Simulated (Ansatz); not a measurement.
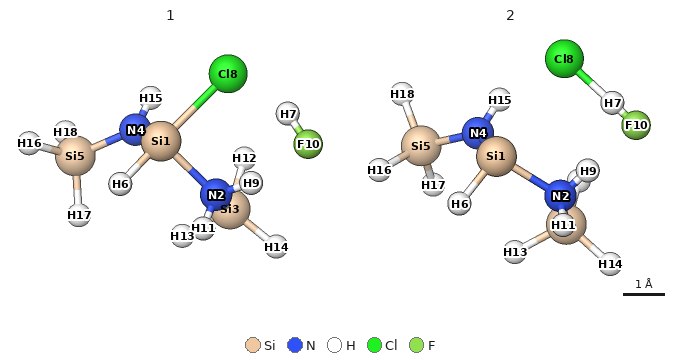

Two geometries of Si3N2H11ClF (multiplicity 2) (started from a transition state, displaced along its imaginary mode), drawn at one scale. One is the start of a relaxation, the other its converged end. The picture is a ball-and-stick view, seen at a tilt.

These are results of Ansatz, UKS PBE0-D4/def2-TZVP, not measurements. Settings: force threshold 0.005 eV/Å; at most 200 steps.

Which geometry has the lower energy?

Structure 1 is the relaxed one. After 37 accepted moves (42 points after the start) the energy has fallen by 1.827 eV. Largest force component: 13 eV/Å at the start, 0.0047 eV/Å at the end. The line search rejected the trial steps at points 3, 10, 17, 23, 37 of the run. The forces were under the threshold at step 38, but the run went on from there. H17 moves most after the best rigid fit: 1.44 Å. Largest moves by element: H 1.44 Å, F 0.92 Å, Si 0.44 Å, Cl 0.40 Å, N 0.23 Å. Near-neighbour distances that change, for instance: Si1–Cl8 2.989 → 2.391 Å, Cl8–F10 2.449 → 2.864 Å, H7–Cl8 1.637 → 1.955 Å, H7–F10 0.815 → 0.958 Å. New bonds form, among them: Si1–Cl8 (2.99 → 2.39 Å). Among the angles between lasting bonds that change: N4–Si1–H6 104.9° → 97.2°, Si1–N4–H15 109.3° → 116.2°, Si1–N4–Si5 130.9° → 124.3°. Groups turn about N4–Si5 by about 35°, Si1–N2 by about 30°, N2–Si3 by about 25°. The run took about 220 s of wall time on a shared GPU.
